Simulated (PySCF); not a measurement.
C$_{2}$H$_{2}$O$_{3}$, SMILES `[C-]#[O+].OC=O`.

Computed with PySCF, CAM-B3LYP/def2-SVP, geometry: GFN2-xTB. The pair's geometry is semi-empirical, so its contact may be too short or too long. Without diffuse functions Rydberg states are missing, so the states' numbers hold for this basis only.

Coordinates in Å:

```
C1      -1.8069   -0.5829   -0.0012
O2      -2.5649    0.2586   -0.0098
O3       2.4027   -0.0542   -0.0141
C4       1.1109   -0.3057    0.0094
O5       0.2462    0.5226    0.0183
H6       2.5754    0.9037   -0.0236
H7       0.9289   -1.3887    0.0200
```

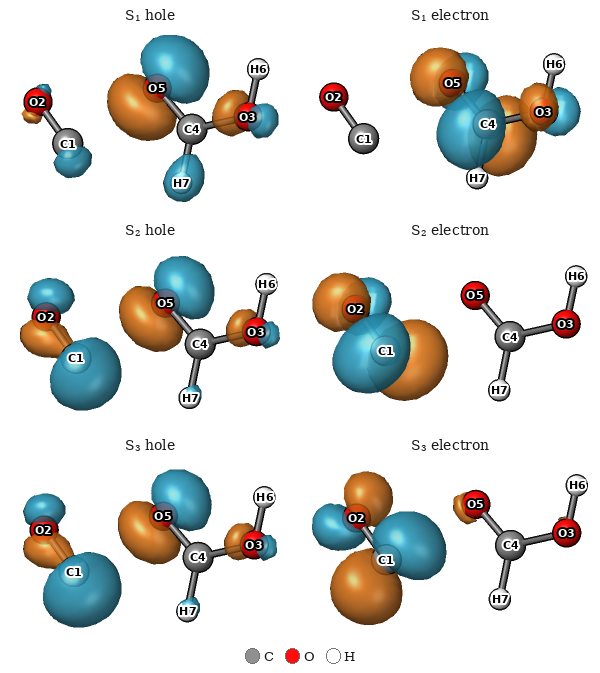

Leading natural transition orbitals (TDA singlet states).

Q: Describe these excited states.

A: By state:
- S₁: 5.92 eV (209 nm), f = 0.001 (very weak); the leading pair carries 100 %; hole on O5 (66 %), C4 (10 %) and O3 (8 %), electron on C4 (48 %), O5 (30 %) and O3 (14 %); their centroids lie 0.7 Å apart.
- S₂: 7.52 eV (165 nm), f = 0.030; the leading pair carries 100 %; hole on O5 (46 %), C1 (26 %) and O2 (12 %), electron on C1 (66 %) and O2 (31 %); their centroids lie 1.6 Å apart.
- S₃: 8.18 eV (152 nm), f = 0.364 (bright); the leading pair carries 95 %; hole on O5 (42 %), C1 (32 %) and O2 (11 %), electron on C1 (60 %) and O2 (27 %); their centroids lie 1.2 Å apart.
